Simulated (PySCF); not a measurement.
**C7H18AlP: a changed input and its effect**

System: C7H18AlP.
Method of the first run: GIAO PBE0/pcSseg-1 NMR shielding, non-relativistic, gas phase (PySCF 2.14.0).

The geometry comes from this level: PBE0-D3(BJ)/def2-SVP. Text and figures count atoms from 1; the logs count them from 0 in places.

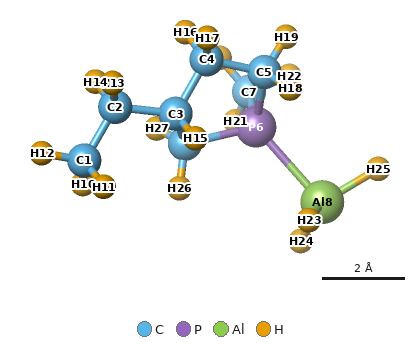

The input geometry (ball-and-stick view, seen at a tilt; atoms are numbered from 1 in the order of the input). Sticks mark near contacts.

### Input, the first run
```
{"job": {"kind": "nmr", "xc": "PBE0", "basis": "pcSseg-1"}, "charge": 0, "multiplicity": 1}
C      3.264455     0.719169    -0.630966
C      2.475636    -0.546359    -0.335400
C      1.121960    -0.303824     0.321710
C      0.374564    -1.593252     0.672879
C     -1.006492    -1.199665     1.190276
P     -1.533367     0.229233     0.138980
C     -2.473253    -0.510081    -1.243518
Al    -2.578551     2.100049     1.328031
C      0.163198     0.536633    -0.537653
H      2.746393     1.364279    -1.357267
H      3.424882     1.312115     0.283647
H      4.253638     0.482743    -1.050587
H      3.068377    -1.204688     0.322643
H      2.317923    -1.117839    -1.268691
H      1.287847     0.249262     1.265735
H      0.280370    -2.218083    -0.233694
H      0.930120    -2.192200     1.412064
H     -0.956242    -0.842914     2.231011
H     -1.752042    -2.007466     1.153959
H     -1.939347    -1.364378    -1.685882
H     -2.637119     0.257157    -2.014335
H     -3.455544    -0.839486    -0.874948
H     -1.337215     2.410919     2.308263
H     -2.838344     3.121411     0.112725
H     -3.857158     1.355211     1.960305
H      0.397069     1.610273    -0.519569
H      0.190304     0.203480    -1.589301
```

The first line tells a small driver script what to run in PySCF; the rest is the geometry in Å.

Command:
```bash
OMP_NUM_THREADS=1 python <driver script> task.json out
```

Hardware: 1 CPU thread, shared host.

### Output, shortened to warnings, some set-up lines, iterations and results (the first run)
```
coarse grid: 22016 points
[...]
cycle   1  E = -860.6142257274  dE =  5.565e-01  |g| = 4.516e-01  |ddm| = 4.445e+00
cycle   2  E = -860.6140807753  dE =  1.450e-04  |g| = 4.760e-01  |ddm| = 8.512e-01
cycle   3  E = -860.6716921854  dE = -5.761e-02  |g| = 5.439e-02  |ddm| = 4.486e-01
cycle   4  E = -860.6724451646  dE = -7.530e-04  |g| = 2.277e-02  |ddm| = 1.007e-01
cycle   5  E = -860.6725727893  dE = -1.276e-04  |g| = 6.398e-03  |ddm| = 3.021e-02
cycle   6  E = -860.6725830231  dE = -1.023e-05  |g| = 1.499e-03  |ddm| = 7.894e-03
cycle   7  E = -860.6725836196  dE = -5.965e-07  |g| = 2.442e-04  |ddm| = 2.304e-03
cycle   8  E = -860.7287099155  dE = -5.873e-05  |g| = 9.913e-03  |ddm| = 4.605e-02
cycle   9  E = -860.7286974828  dE =  1.243e-05  |g| = 1.216e-02  |ddm| = 1.887e-02
cycle  10  E = -860.7287354999  dE = -3.802e-05  |g| = 7.807e-04  |ddm| = 1.102e-02
cycle  11  E = -860.7287356449  dE = -1.450e-07  |g| = 2.560e-04  |ddm| = 1.248e-03
cycle  12  E = -860.7287356604  dE = -1.547e-08  |g| = 6.966e-05  |ddm| = 2.738e-04
cycle  13  E = -860.7287356616  dE = -1.253e-09  |g| = 1.404e-05  |ddm| = 1.047e-04
cycle  14  E = -860.7287356617  dE = -5.002e-11  |g| = 3.920e-06  |ddm| = 2.098e-05
converged SCF energy = -860.7287356617

GIAO shielding tensors (ppm)
atom      isotropic    diamagn.    paramagn.     s11        s22        s33       span
  0 C      169.559     245.643     -76.084    158.503    165.177    184.997     26.493
  1 C      152.882     246.179     -93.297    138.372    149.385    170.890     32.518
  2 C      137.892     252.116    -114.224    109.172    136.727    167.778     58.606
  3 C      147.688     251.002    -103.315    118.255    151.436    173.372     55.117
  4 C      157.541     255.974     -98.433    136.931    163.223    172.471     35.540
  5 P      340.455     970.073    -629.619    264.381    349.105    407.878    143.497
  6 C      172.172     254.300     -82.128    158.678    170.678    187.161     28.483
  7 Al     459.460     794.623    -335.163    444.633    464.646    469.101     24.468
  8 C      151.359     256.782    -105.423    127.238    154.558    172.280     45.042
  9 H       30.211      30.094       0.116     25.083     30.484     35.065      9.982
 10 H       30.355      29.115       1.240     26.024     28.449     36.593     10.570
 11 H       30.061      26.099       3.962     25.158     26.892     38.134     12.976
 12 H       29.548      30.523      -0.975     23.501     29.383     35.761     12.260
 13 H       30.341      31.803      -1.462     25.730     30.435     34.858      9.128
 14 H       29.766      35.677      -5.911     26.331     28.777     34.191      7.860
 15 H       30.104      33.812      -3.708     25.841     29.346     35.126      9.286
 16 H       29.389      32.185      -2.796     23.768     27.884     36.514     12.746
 17 H       29.381      32.949      -3.569     24.113     27.660     36.368     12.255
 18 H       29.773      32.324      -2.551     25.093     27.285     36.943     11.850
 19 H       30.110      32.525      -2.415     24.694     29.539     36.098     11.404
 20 H       30.017      30.466      -0.449     25.455     27.162     37.434     11.979
 21 H       30.043      29.463       0.581     25.114     26.848     38.168     13.054
 22 H       27.665      29.517      -1.853     24.009     27.590     31.396      7.387
 23 H       27.530      28.710      -1.180     24.293     26.270     32.028      7.734
 24 H       27.556      28.566      -1.010     24.197     26.292     32.180      7.982
 25 H       29.017      34.820      -5.802     23.189     29.549     34.313     11.124
 26 H       30.640      35.659      -5.020     25.258     31.152     35.509     10.251
```

The input of the second run differs as follows (lines with − go, lines with + come):
```diff
-"xc": "PBE0"
+"xc": "KT2"
+"pop": false
```

Predict how the results change.

The total energies belong to different methods, so their difference says nothing on which is more stable or more accurate. The HOMO goes from −7.31 to −6.13 eV. The LUMO goes from 0.46 to −0.56 eV. The dipole moment goes from 6.37 to 6.18 D. Of all shieldings, the largest change is that of P6, by +10.0 ppm. The functional changes from PBE0 to KT2. Exact exchange removes part of the self-interaction error of semilocal functionals, which pushes filled and empty levels apart. The SCF takes 15 iterations against 14.

### Output, shortened to warnings, some set-up lines, iterations and results (the second run)
```
coarse grid: 22016 points
[...]
cycle   1  E = -871.1049852062  dE =  3.767e-01  |g| = 6.101e-01  |ddm| = 4.517e+00
cycle   2  E = -871.0011916452  dE =  1.038e-01  |g| = 8.789e-01  |ddm| = 1.455e+00
cycle   3  E = -871.2136241453  dE = -2.124e-01  |g| = 1.147e-01  |ddm| = 9.330e-01
cycle   4  E = -871.2173196610  dE = -3.696e-03  |g| = 4.071e-02  |ddm| = 2.286e-01
cycle   5  E = -871.2177480749  dE = -4.284e-04  |g| = 9.571e-03  |ddm| = 5.293e-02
[... 5 lines ...]
cycle  11  E = -871.2666005600  dE = -4.981e-06  |g| = 1.459e-03  |ddm| = 6.887e-03
cycle  12  E = -871.2666011207  dE = -5.607e-07  |g| = 1.883e-04  |ddm| = 1.713e-03
cycle  13  E = -871.2666011297  dE = -9.004e-09  |g| = 6.996e-05  |ddm| = 3.763e-04
cycle  14  E = -871.2666011310  dE = -1.282e-09  |g| = 1.773e-05  |ddm| = 1.148e-04
cycle  15  E = -871.2666011311  dE = -7.822e-11  |g| = 4.678e-06  |ddm| = 2.475e-05
converged SCF energy = -871.2666011311

GIAO shielding tensors (ppm)
atom      isotropic    diamagn.    paramagn.     s11        s22        s33       span
  0 C      167.674     246.886     -79.213    156.347    162.622    184.053     27.706
  1 C      150.083     247.811     -97.728    134.812    146.863    168.574     33.762
  2 C      133.777     253.488    -119.711    104.830    132.678    163.823     58.993
  3 C      145.132     252.612    -107.480    115.553    148.603    171.241     55.688
  4 C      154.226     257.183    -102.956    134.286    158.591    169.802     35.515
  5 P      350.408     972.569    -622.161    276.798    360.188    414.239    137.441
  6 C      169.834     254.794     -84.960    155.690    167.653    186.160     30.470
  7 Al     464.618     797.911    -333.293    455.546    467.035    471.272     15.725
  8 C      148.350     258.041    -109.691    124.321    151.736    168.994     44.673
  9 H       30.110      30.697      -0.587     25.218     30.337     34.773      9.555
 10 H       30.258      29.469       0.789     26.168     28.370     36.236     10.068
 11 H       29.934      25.696       4.238     25.225     26.910     37.667     12.442
 12 H       29.298      30.359      -1.061     23.434     29.223     35.236     11.803
 13 H       30.183      32.218      -2.035     25.785     30.375     34.387      8.602
 14 H       29.555      36.194      -6.639     26.400     28.467     33.797      7.397
 15 H       29.991      34.245      -4.254     25.813     29.343     34.816      9.003
 16 H       29.179      32.077      -2.899     23.798     27.801     35.937     12.139
 17 H       29.251      33.174      -3.923     24.082     27.723     35.948     11.866
 18 H       29.535      32.248      -2.713     25.073     27.273     36.258     11.185
 19 H       30.012      32.981      -2.969     24.722     29.430     35.883     11.161
 20 H       29.913      30.620      -0.707     25.532     27.214     36.993     11.461
 21 H       29.934      29.398       0.535     25.202     26.860     37.739     12.537
 22 H       27.476      29.720      -2.244     23.850     27.412     31.167      7.317
 23 H       27.344      28.821      -1.478     24.125     26.111     31.795      7.670
 24 H       27.376      28.595      -1.219     24.035     26.151     31.942      7.908
 25 H       28.808      35.193      -6.385     23.207     29.497     33.719     10.512
 26 H       30.521      36.125      -5.604     25.335     31.064     35.166      9.831
```

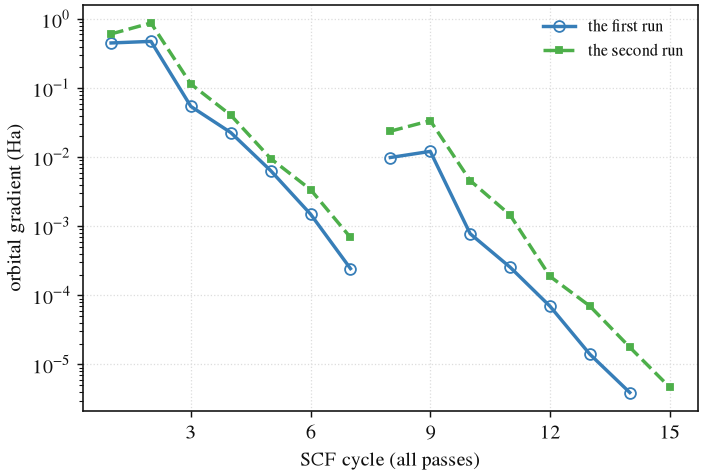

Convergence of the two runs: orbital gradient against the SCF cycle. A break in a curve parts two SCF passes (coarse and final grid). The first run takes 14 cycles in all, and the second run takes 15.

### The two runs side by side

```tsv
quantity	the first run	the second run
outcome	converged	converged
total energy (hartree)	−860.728736	−871.266601
HOMO (eV)	−7.31	−6.13
LUMO (eV)	0.46	−0.56
dipole moment (D)	6.37	6.18
shielding of C2 (ppm)	152.9	150.1
shielding of C3 (ppm)	137.9	133.8
shielding of C4 (ppm)	147.7	145.1
shielding of C5 (ppm)	157.5	154.2
shielding of P6 (ppm)	340.5	350.4
shielding of Al8 (ppm)	459.5	464.6
shielding of C9 (ppm)	151.4	148.4
SCF iterations	14	15
basis functions	257	257
wall time (shared host)	67 s	86 s
```
